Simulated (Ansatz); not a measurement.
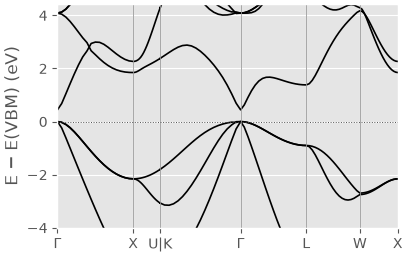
Band structure from DFT-PBE in the program Ansatz with PAW potentials

Task: Read off the gap and where the band edges lie.

Result: About 0.4 eV (0.44 eV by a search for the band edges); maximum at Γ, minimum at Γ.

The material is InP (zinc blende, F-43m).

The cell was relaxed with PBE under the symmetry of its start. Scalar-relativistic: spin–orbit coupling is off unless named, which matters more the heavier the elements.

Potentials: the later of the program's two PAW sets.
